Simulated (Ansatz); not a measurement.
# NOF (nitrosyl fluoride): B3LYP/def2-TZVPP

Aim: the energy change on altering one bond length of NOF (nitrosyl fluoride) at B3LYP/def2-TZVPP, from 2 runs. 

The calculation is run with Ansatz 0.2.0.

59 further runs of the same task are left out: 59 set aside as unsound or not needed.

**1. The system as given**

The species is NOF (3 atoms), meant as a singlet with charge 0. SMILES: `O=NF`. The shape is that of a PBE0-D4/def2-TZVP optimisation.

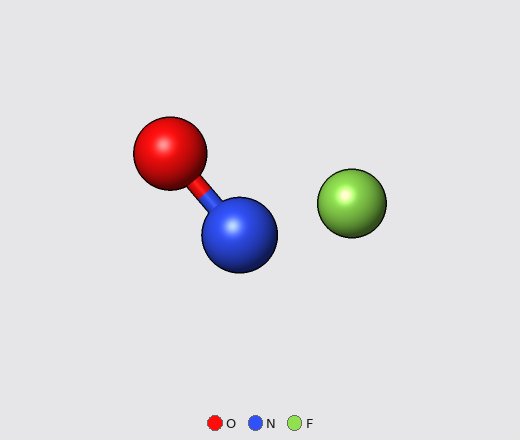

Viewed from a chosen angle; oxygen red, nitrogen blue, fluorine green.

**2. The energy at B3LYP/def2-TZVPP**

The input, run.yaml:

```yaml
crystal:
  periodic: [false, false, false]
  atoms:
    - symbol: O
      position_ang: [0.868350, 0.242970, 0.504740]
    - symbol: "N"
      position_ang: [0.148930, -0.482540, 0.029910]
    - symbol: F
      position_ang: [-1.017290, 0.239580, -0.534650]
basis:
  gaussian: {orbitals: def2-TZVPP}
hamiltonian: {xc: {name: B3LYP}}
accuracy: high
output: {orbitals: {seedname: orbitals}}
```

Run with:

```console
$ ansatz run run.yaml --threads 1 --pin off --max-ram 3480MiB --events-out events.jsonl --progress --plain --runs-dir runs
```

Output:

```text
Warning: RAYON_NUM_THREADS=1 ignored (pool sized by the plan → 1); use --threads N
Functional definition: B3LYP
  name "B3LYP"
  parameter a0 = 0.2
  parameter ax = 0.72
  parameter ac = 0.81
  exchange = (1 - a0 - ax)*slater_x + ax*b88_x + a0*exact_x
  correlation = (1 - ac)*vwn_rpa_c + ac*lyp_c
1512 factors; integrals over basis functions are off by at most 3.4e-9 eV
mean field evaluation 1: about -6251.6894 eV, gradient 3.8e1 eV
mean field evaluation 2: about -6245.9800 eV, gradient 7.3e1 eV
mean field evaluation 4: about -6253.5541 eV, gradient 5.1e0 eV
mean field evaluation 8: about -6253.5943 eV, gradient 1.7e-1 eV
mean field evaluation 16: about -6253.5944 eV, gradient 2.7e-6 eV
mean field -6253.59438160 eV, -229.8153546853 hartree, gradient 2.6e-8 eV, S^2 0.000000; 0 other end points of the search recorded, 0 dependent functions left out
reference -6253.59440519 eV, -229.8153555523 hartree; 12, 12 occupied and 81, 81 virtual orbitals, 1512 factors
Total energy: -6253.59440519 eV, -229.8153555523 hartree
```

Run time: 2.8 s. Hardware: 1 thread of Arm Neoverse V2, shared host; peak memory 0.2 GiB.

**3. The distorted shape at the same level**

The input, input.yaml:

```yaml
basis:
  gaussian:
    orbitals: def2-TZVPP
crystal:
  periodic: [false, false, false]
  atoms:
    - {symbol: O, position_ang: [1.801337, -0.334733, 0.956393]}
    - {symbol: N, position_ang: [1.081917, -1.060243, 0.481563]}
    - {symbol: F, position_ang: [-1.017290, 0.239580, -0.534650]}
accuracy: high
hamiltonian:
  xc: {name: B3LYP}
output: {orbitals: {seedname: orbitals}}
```

Run with:

```console
$ ansatz run input.yaml --threads 1 --pin off --max-ram 3480MiB --events-out events.jsonl --progress --plain --runs-dir runs
```

Output:

```text
Warning: RAYON_NUM_THREADS=1 ignored (pool sized by the plan → 1); use --threads N
[... 7 set-up lines as earlier in the session ...]
1359 factors; integrals over basis functions are off by at most 1.0e-8 eV
mean field evaluation 1: about -6244.4562 eV, gradient 5.5e1 eV
mean field evaluation 2: about -5881.7011 eV, gradient 2.4e2 eV
mean field evaluation 4: about -6126.3566 eV, gradient 2.0e2 eV
mean field evaluation 8: about -6249.1588 eV, gradient 2.6e1 eV
mean field evaluation 16: about -6251.2260 eV, gradient 1.8e-3 eV
mean field -6251.22595759 eV, -229.7283167083 hartree, gradient 2.2e-8 eV, S^2 0.000000; 2 other end points of the search recorded, 0 dependent functions left out
reference -6251.22598455 eV, -229.7283176990 hartree; 12, 12 occupied and 81, 81 virtual orbitals, 1359 factors
Total energy: -6251.22598455 eV, -229.7283176990 hartree
```

Wall time 3.3 s (1 thread of Arm Neoverse V2, shared host); peak memory 0.18 GiB.

**4. What came out**

Level: B3LYP/def2-TZVPP.

| quantity | value |
| --- | --- |
| first shape: total energy | -229.81536 Eh |
| first shape: HOMO energy | -9.57 eV |
| first shape: LUMO energy | -3.62 eV |
| first shape: HOMO–LUMO gap | 5.95 eV |
| distorted shape: total energy | -229.72832 Eh |
| distorted shape: HOMO energy | -7.95 eV |
| distorted shape: LUMO energy | -5.95 eV |
| distorted shape: HOMO–LUMO gap | 2.00 eV |
| energy change with the N2–F3 bond stretched from 1.483 to 2.670 Å | 2.368 eV |

One bond (distorted shape) is far stretched, which a spin-restricted single reference describes badly; a broken-symmetry solution may lie lower. With the N2–F3 bond stretched from 1.483 to 2.670 Å the energy rises by 2.37 eV (229 kJ/mol). The first shape isn't relaxed at this level, so the change isn't measured from a minimum. A restricted reference can't describe the breaking bond well at this length.
